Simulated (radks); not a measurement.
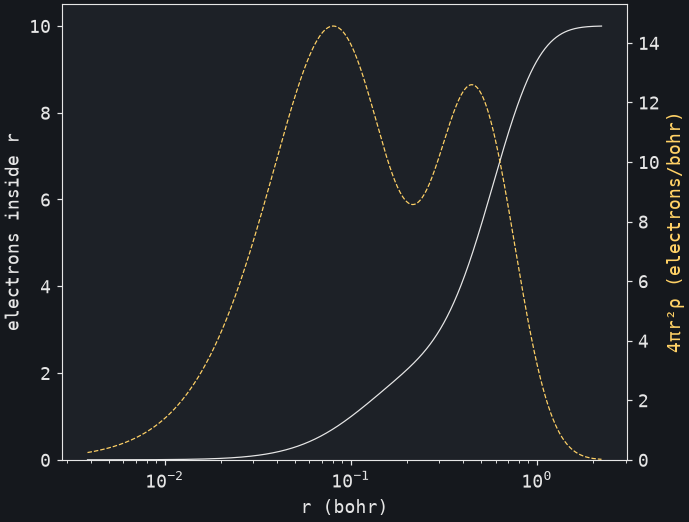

System: the Al³⁺ ion, configuration [Ne]. The calculation used the in-house radial solver radks at this level: scalar-relativistic Kohn-Sham, XLYP, spin-polarised, spherical densities, finite nucleus.

The plot shows the number of electrons inside radius r (solid) and the radial density 4πr²ρ (dashed).

Q: Read the plot.

Answer: The count levels off at 10 electrons. Half of them lie within 0.470 bohr, 90 % within 0.947 bohr and 99 % within 1.49 bohr. The radial density has a minimum at 0.215 bohr, where the count stands at 2.2; this parts the shells that the density resolves.
